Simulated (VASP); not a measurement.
# What spin-orbit coupling changes in Cu3Pd, part 4 of 4

What does spin-orbit coupling change in Cu3Pd, and what does it cost? All runs use LDA. The start is a cell from a database of measured crystal structures.

VASP 6.6.1, plane waves and PAW; the level of theory is named at each step.

Still holding for the runs below: This run has no spin polarisation. Its electron count is odd, so without a moment it is a metal by construction. The k-mesh is coarse for a metal.

So far. Step 6 (Total and projected DOS (LDA + SOC)): The DOS at the Fermi level goes from 1.78 to 1.80 states/eV/cell, a number that is sensitive to the mesh. The run took 3.3 times the core time, with 54 spinor bands against 35. Of the states within 0.3 eV of the Fermi level, the largest shares in the PAW spheres are Cu d 41 %, Pd d 19 % and Cu p 10 %. The rest lies in smaller channels or between the spheres. Step 7 (Full relaxation (LDA)): It ends with forces that vanish by symmetry and a pressure of -0.01 GPa.

The database entry behind the starting cell is an old determination (1931), so it need not match the best structure at ambient conditions.

## (8) Full relaxation (LDA + SOC)

This step: LDA, spin-orbit coupling; plane waves and PAW (Cu, Pd) (VASP 6.6.1).

The same relaxation with spinors and spin-orbit coupling.

The input, INCAR:

```
SYSTEM = Cu3Pd
PREC = Accurate
ENCUT = 400
EDIFF = 1E-06
NELM = 100
ISMEAR = -1
SIGMA = 0.05
LREAL = .FALSE.
ALGO = Normal
GGA = CA
LNONCOLLINEAR = .TRUE.
MAGMOM = 0 0 0 0 0 0 0 0 0 0 0 0
NBANDS = 54
GGA_COMPAT = .FALSE.
LASPH = .TRUE.
LSORBIT = .TRUE.
LMAXMIX = 4
LORBIT = 11
LWAVE = .FALSE.
LCHARG = .FALSE.
KPAR = 4
IBRION = 2
NSW = 60
ISIF = 3
EDIFFG = -0.01
```

The input, POSCAR:

```
Cu3Pd
1.0
    3.6900000000      0.0000000000      0.0000000000
    0.0000000000      3.6900000000      0.0000000000
    0.0000000000      0.0000000000      3.6900000000
Cu Pd
3 1
Direct
    0.0000000000      0.5000000000      0.5000000000
    0.5000000000      0.0000000000      0.5000000000
    0.5000000000      0.5000000000      0.0000000000
    0.0000000000      0.0000000000      0.0000000000
```

The input, KPOINTS:

```
Automatic mesh
0
Gamma
7 7 7
0 0 0
```

The projector-augmented-wave data sets are Cu and Pd (LDA family, release 64).

The run is started by

```bash
$ mpirun -np 4 vasp_ncl
```

The program printed:

```text
[... set-up lines as in an earlier step ...]
 entering main loop
       N       E                     dE             d eps       ncg     rms          rms(c)
[... 15 cycles as in an earlier step ...]
   1 F= -.20974712E+02 E0= -.20968222E+02  d E =-.209747E+02  mag=    -0.0000    -0.0000     0.0000
 curvature:   0.00 expect dE= 0.000E+00 dE for cont linesearch  0.000E+00
 trial: gam= 0.00000 g(F)=  0.000E+00 g(S)=  0.397E+00 ort = 0.000E+00 (trialstep = 0.100E+01)
 search vector abs. value=  0.397E+00
 bond charge predicted
       N       E                     dE             d eps       ncg     rms          rms(c)
DAV:   1    -0.336175345780E+02   -0.12643E+02   -0.17265E+02  2420   0.244E+02    0.307E+01
DAV:   2    -0.268198386394E+02    0.67977E+01   -0.99647E+01  2316   0.276E+02    0.146E+01
DAV:   3    -0.216917812010E+02    0.51281E+01   -0.26650E+01  2768   0.151E+02    0.700E+00
DAV:   4    -0.211009913374E+02    0.59079E+00   -0.18069E+00  3338   0.267E+01    0.295E+00
DAV:   5    -0.209851538040E+02    0.11584E+00   -0.43041E-01  3178   0.957E+00    0.141E+00
DAV:   6    -0.209728381837E+02    0.12316E-01   -0.90959E-02  2470   0.507E+00    0.641E-01
DAV:   7    -0.209724693015E+02    0.36888E-03   -0.90826E-03  2846   0.192E+00    0.202E-01
DAV:   8    -0.209721428235E+02    0.32648E-03   -0.44035E-03  3718   0.167E+00    0.165E-01
DAV:   9    -0.209717681577E+02    0.37467E-03   -0.99008E-04  3224   0.104E+00    0.388E-02
DAV:  10    -0.209717579893E+02    0.10168E-04   -0.10019E-04  2788   0.112E-01    0.205E-02
DAV:  11    -0.209717508525E+02    0.71367E-05   -0.13380E-05  3840   0.980E-02    0.487E-03
DAV:  12    -0.209717508217E+02    0.30862E-07   -0.45916E-06  2914   0.475E-02
   2 F= -.20971751E+02 E0= -.20965985E+02  d E =0.296143E-02  mag=     0.0000    -0.0000     0.0000
 trial-energy change:    0.002961  1 .order    0.028374   -0.397137    0.453886
 step:   0.5114(harm=  0.4667)  dis= 0.00000  next Energy=   -21.079665 (dE=-0.105E+00)
 bond charge predicted
       N       E                     dE             d eps       ncg     rms          rms(c)
DAV:   1    -0.238630262545E+02   -0.28913E+01   -0.45906E+01  2368   0.144E+02    0.130E+01
DAV:   2    -0.216458900310E+02    0.22171E+01   -0.16069E+01  2400   0.111E+02    0.415E+00
DAV:   3    -0.212851292426E+02    0.36076E+00   -0.32496E+00  2436   0.616E+01    0.392E+00
DAV:   4    -0.211281447993E+02    0.15698E+00   -0.26229E-01  3036   0.177E+01    0.181E+00
DAV:   5    -0.210822582826E+02    0.45887E-01   -0.50945E-02  3736   0.525E+00    0.229E-01
DAV:   6    -0.210825581281E+02   -0.29985E-03   -0.92178E-03  2548   0.123E+00    0.115E-01
DAV:   7    -0.210825587690E+02   -0.64090E-06   -0.18399E-04  3286   0.226E-01    0.701E-02
DAV:   8    -0.210825589155E+02   -0.14652E-06   -0.39263E-05  3310   0.750E-02    0.172E-02
DAV:   9    -0.210825567203E+02    0.21953E-05   -0.61116E-06  2600   0.378E-02    0.748E-03
DAV:  10    -0.210825564179E+02    0.30240E-06   -0.69733E-07  1244   0.258E-02
   3 F= -.21082556E+02 E0= -.21076513E+02  d E =-.107844E+00  mag=     0.0000     0.0000     0.0000
 curvature:  -0.23 expect dE=-0.510E-05 dE for cont linesearch -0.510E-05
 trial: gam=-0.00739 g(F)=  0.150E-63 g(S)=  0.220E-04 ort = 0.296E-02 (trialstep = 0.902E+00)
 search vector abs. value=  0.132E-08
 reached required accuracy - stopping structural energy minimisation
```

Wall time 23 s (4 MPI ranks of AMD EPYC 9R45, shared host); peak memory 0.8 GiB.

From OUTCAR (step 8):

```text
   NELECT =      43.0000    total number of electrons

 E-fermi :   8.7423

 k-point     1 :       0.0000    0.0000    0.0000
  band No.  band energies     occupation
    ...
     38       8.2885      0.99989
     39       8.2885      0.99989
     40       8.2885      0.99989
     41       8.4370      0.99777
     42       8.4370      0.99777
     43      10.6869      0.00000
     44      10.6869      0.00000
     45      10.8066      0.00000
     46      10.8066      0.00000
     47      10.8066      0.00000
    ...

  Total       -0.0246646     -0.0246646     -0.0246646     -0.0000000     -0.0000000      0.0000000
  in kB       -0.8367698     -0.8367698     -0.8367698     -0.0000000     -0.0000000      0.0000000
  external PRESSURE =      -0.8367698 kB  Pullay stress =       0.0000000 kB

 POSITION                                       TOTAL-FORCE (eV/Angst)
 -----------------------------------------------------------------------------------
      0.00000      1.80730      1.80730        -0.000000      0.000000      0.000000
      1.80730      0.00000      1.80730         0.000000      0.000000      0.000000
      1.80730      1.80730      0.00000         0.000000      0.000000      0.000000
      0.00000      0.00000      0.00000         0.000000      0.000000      0.000000
 -----------------------------------------------------------------------------------
    total drift:                                0.000000     -0.000000     -0.000000

  FREE ENERGIE OF THE ION-ELECTRON SYSTEM (eV)
  ---------------------------------------------------
  free  energy   TOTEN  =       -21.0825564179 eV

  energy  without entropy=      -21.0704694860  energy(sigma->0) =      -21.07651295

 Spin-Orbit-Coupling matrix elements
 Ion:    1  E_soc:     -0.0140080
 Ion:    2  E_soc:     -0.0140080
 Ion:    3  E_soc:     -0.0140080
 Ion:    4  E_soc:     -0.0721479

 magnetization (x)
# of ion       s       p       d       tot
------------------------------------------
    1        0.000   0.000   0.000   0.000
    2        0.000   0.000   0.000   0.000
    3        0.000   0.000   0.000   0.000
    4       -0.000   0.000   0.000  -0.000
--------------------------------------------------
tot         -0.000   0.000   0.000   0.000

 magnetization (y)
# of ion       s       p       d       tot
------------------------------------------
    1        0.000  -0.000  -0.000  -0.000
    2        0.000   0.000   0.000   0.000
    3        0.000   0.000   0.000   0.000
    4        0.000   0.000   0.000   0.000
--------------------------------------------------
tot          0.000   0.000   0.000   0.000

 magnetization (z)
# of ion       s       p       d       tot
------------------------------------------
    1        0.000   0.000   0.000   0.000
    2       -0.000  -0.000  -0.000  -0.000
    3       -0.000   0.000  -0.000  -0.000
    4       -0.000   0.000   0.000  -0.000
--------------------------------------------------
tot         -0.000   0.000  -0.000  -0.000

[... 8 parts as in an earlier step ...]

[... 10 further parts left out ...]
```

CONTCAR:

```
Cu3Pd
   1.00000000000000
     3.6145940231245359    0.0000000000000000    0.0000000000000000
     0.0000000000000000    3.6145940231245359    0.0000000000000000
     0.0000000000000000    0.0000000000000000    3.6145940231245359
  Cu              Pd
     3     1
Direct
     0.0000000000000000    0.5000000000000000    0.5000000000000000
     0.5000000000000000    0.0000000000000000    0.5000000000000000
     0.5000000000000000    0.5000000000000000    0.0000000000000000
     0.0000000000000000    0.0000000000000000    0.0000000000000000
```

Step by step:

| step | energy less that of the first step (eV) | largest force (eV/Å) | pressure (GPa) | volume (Å³) |
| --- | --- | --- | --- | --- |
| 1 | 0.0000 | 0.0000 | -10.56 | 50.24 |
| 2 | 0.0030 | 0.0000 | 13.65 | 44.46 |
| 3 | -0.1078 | 0.0000 | -0.08 | 47.23 |

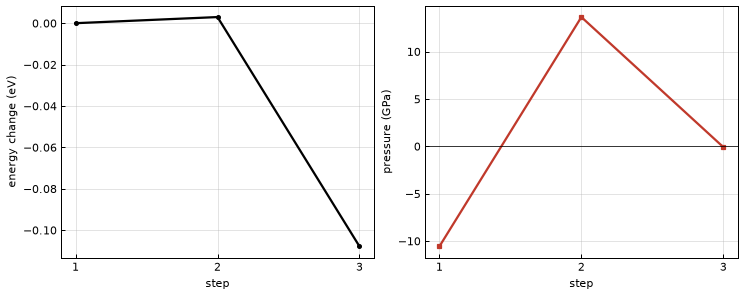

Energy and pressure along the relaxation.

| conventional cell, symmetrised | before | after | change |
| --- | --- | --- | --- |
| a (Å) | 3.690 | 3.615 | -2.0 % |
| b (Å) | 3.690 | 3.615 | -2.0 % |
| c (Å) | 3.690 | 3.615 | -2.0 % |
| volume (Å³/atom) | 12.56 | 11.81 | -6.0 % |

The relaxed structure:

```xyz
4
Lattice="3.6146 0.0000 0.0000 0.0000 3.6146 0.0000 0.0000 0.0000 3.6146" Properties=species:S:1:pos:R:3 pbc="T T T"
Cu    0.0000    1.8073    1.8073
Cu    1.8073    0.0000    1.8073
Cu    1.8073    1.8073    0.0000
Pd    0.0000    0.0000    0.0000
```

This step gave:

- bands: 54
- free energy (TOTEN): -21.08 eV
- energy at zero smearing: -21.08 eV
- Fermi energy: 8.742 eV
- pressure: -0.08368 GPa
- SCF cycles over all ionic steps: 37

On-site spin-orbit energy by atom:

| atom | on-site spin-orbit energy (eV) |
| --- | --- |
| Cu1 | -0.0140 |
| Cu2 | -0.0140 |
| Cu3 | -0.0140 |
| Pd4 | -0.0721 |

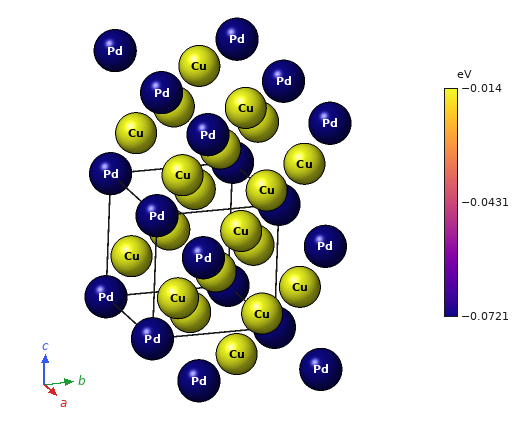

Atoms coloured by on-site spin-orbit energy. 2×1×2 cells are drawn. Some periodic images of atoms are drawn too.

The cell ends at 11.81 Å³/atom, under 0.05 % from the run without the coupling. The run took 4.1 times the core time, with 54 spinor bands against 27.

## (9) The runs together

```
                               quantity  without  with spin-orbit coupling
                               gap (eV)     none                      none
                    core minutes, bands     0.55                         2
DOS at the Fermi level (states/eV/cell)     1.78                      1.80
                      core minutes, DOS     0.21                      0.71
               relaxed volume (Å³/atom)    11.81                     11.81
               core minutes, relaxation     0.37                       1.5
```

## (10) Outcome

| Property | Result |
| --- | --- |
| gap (eV), without → with | none → none |
| DOS at the Fermi level (states/eV/cell), without → with | 1.78 → 1.80 |
| relaxed volume (Å³/atom), without → with | 11.81 → 11.81 |

What this shows: Cu3Pd has no gap with or without spin-orbit coupling. The relaxed volume moves by under 0.05 %. The spinor runs cost 3.3 to 4.1 times as much, on a shared host. The k-sampling is coarse for a metal, so the Fermi level, pressures and the shape of the cell carry errors. With an odd electron count and no spin the cell is a metal by construction.

[Lines on the potential files, build, host, timing and source positions are cut from VASP's logs without a mark.]

[Logs are printed without paths, hosts, clocks, repeated set-up lines and the standing remarks that a program may print on its own settings, such as how far it seeks lower states.]

[Hosts, paths, dates, database ids (printed as entryN), source tags and the programs' standing remarks are cut or masked in the printed files.]

[A measured line is paired with the nearest computed mode of its activity, which favours agreement.]
